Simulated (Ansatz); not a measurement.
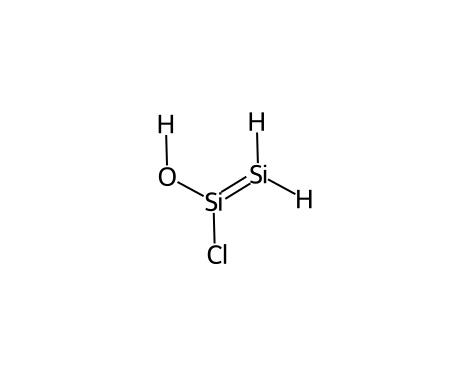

The computed structure is the end point of a PBE0-D4/def2-TZVP optimisation. No frequency run is at hand to confirm it as a minimum. Method: RKS B3LYP-D4/def2-TZVPP (Ansatz 0.2.0).

Computed properties:

The species is ClH3OSi2 (`O[Si](=[SiH2])Cl`).
- dispersion correction: −32.6 kJ/mol
